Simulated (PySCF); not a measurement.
# Run report: Ta3 (charge −1), single-point calculation

The run: single-point calculation of Ta3, charge −1, multiplicity 3. Method and program: UKS PBE0, Ta def2-SVP with ECP60; non-relativistic Hamiltonian with a scalar-relativistic core potential; density fitting (PySCF 2.14.0).

It belongs to a series of runs on one base structure; here: finer grid at the relaxed geometry.

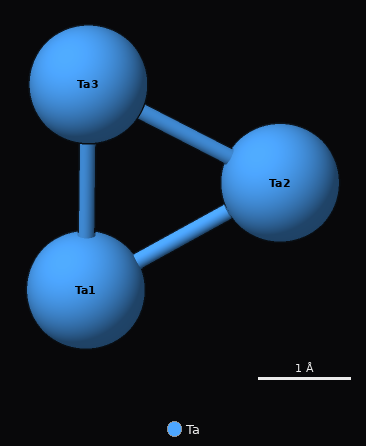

The structure (ball-and-stick view, seen at a tilt; atoms are numbered from 1 in the order of the input). Sticks mark near contacts. Bond lengths as drawn: Ta–Ta 2.45 Å.

### Results in brief

```csv
quantity,value
outcome,converged
total energy,−170.756873 hartree
⟨S²⟩,3.159
largest force (length of the vector),0.014 eV/Å
hardware,"2 threads of Arm Neoverse V1, 24 GiB of memory available, shared host"
wall time,22 s (CPU time 44 s)
peak memory,0.87 GiB
```

⟨S²⟩ is 3.16 against 2.00 for a pure state: the solution is spin-contaminated. The highest filled orbital lies above zero: either the extra electron isn't bound at this level, or the self-interaction error of the functional lifts the level.

### Input file
```python
mol = gto.M(atom='''
Ta     1.41479    -0.00509     0.00000
Ta    -0.70649     1.22972    -0.00000
Ta    -0.70830    -1.22463     0.00000''',
    basis={'Ta': 'def2-SVP'},
    ecp={'Ta': 'def2-SVP'},
    charge=-1, spin=2)
mf = dft.UKS(mol, xc='PBE0')
mf.grids.atom_grid = (75, 302)  # f atoms: at least (60, 302), unpruned
mf = mf.density_fit()  # Ta def2-universal-JKFIT
mf.conv_tol = 1e-09; mf.max_cycle = 55
mf.kernel(dm0)
```

The script is an equivalent of the set-up of the self-consistent field. The run itself was carried out by a driver, which started from the orbitals of the step before it where there was one and computed the further properties.

Launch command:
```bash
OMP_NUM_THREADS=2 python <driver script>
```

### Log
```
init E= -170.75687307334
  HOMO = 0.0106525600804  LUMO = 0.0679185867339  gap/eV = 1.55829
cycle= 1 E= -170.756873091581  delta_E= -1.82e-08  |g|= 0.000153  |ddm|= 0.000928
  HOMO = 0.0106576748385  LUMO = 0.0679098653851  gap/eV = 1.55791
cycle= 2 E= -170.756872627966  delta_E= 4.64e-07  |g|= 0.000931  |ddm|= 0.00128
  HOMO = 0.0106516973474  LUMO = 0.0679153216112  gap/eV = 1.55822
cycle= 3 E= -170.756873107252  delta_E= -4.79e-07  |g|= 2.72e-05  |ddm|= 0.0011
  HOMO = 0.0106522726674  LUMO = 0.0679160745335  gap/eV = 1.55823
cycle= 4 E= -170.756873107121  delta_E= 1.3e-10  |g|= 4.52e-05  |ddm|= 8.88e-05
  HOMO = 0.0106525076356  LUMO = 0.0679160672601  gap/eV = 1.55822
cycle= 5 E= -170.756873108673  delta_E= -1.55e-09  |g|= 1.68e-05  |ddm|= 8.44e-05
  HOMO = 0.0106512060533  LUMO = 0.0679149981179  gap/eV = 1.55823
cycle= 6 E= -170.756873109737  delta_E= -1.06e-09  |g|= 7.66e-06  |ddm|= 0.000114
  HOMO = 0.0106516998777  LUMO = 0.0679155793214  gap/eV = 1.55823
cycle= 7 E= -170.756873110559  delta_E= -8.22e-10  |g|= 6.12e-06  |ddm|= 0.000119
  HOMO = 0.0106509041231  LUMO = 0.0679149141572  gap/eV = 1.55823
Extra cycle  E= -170.756873110919  delta_E= -3.6e-10  |g|= 1.19e-05  |ddm|= 7.51e-05
converged SCF energy = -170.756873110919  <S^2> = 3.1587229  2S+1 = 3.6925454
```

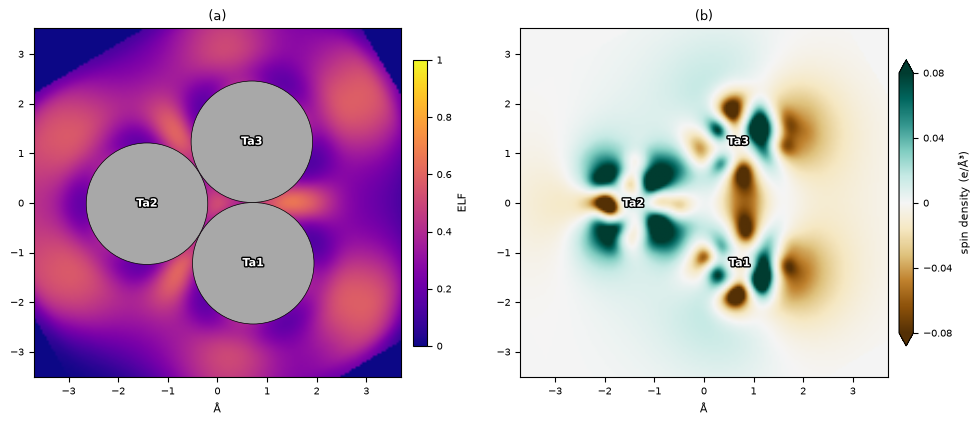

(a) electron localisation function; (b) spin density on the molecular plane. Grey discs, where drawn, cover atomic cores. Ta–Ta (2.45 Å): the ELF is about 0.40 at the midpoint. The unpaired spin (2 electrons) lies mostly on Ta1 (about 0.8), Ta3 (about 0.8) and Ta2 (about 0.4), in electrons by Hirshfeld's partition.

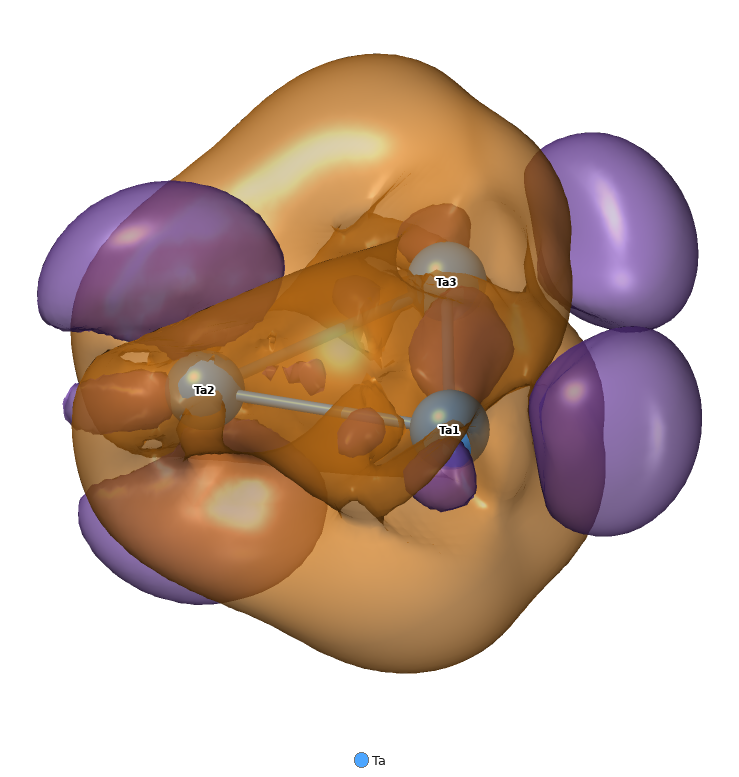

Isosurfaces of the spin density (α minus β) at +0.015 (orange) and −0.015 e/Å³ (purple), seen at an oblique angle. The unpaired spin (2 electrons) lies mostly on Ta1 (about 0.8), Ta3 (about 0.8) and Ta2 (about 0.4), in electrons by Hirshfeld's partition.
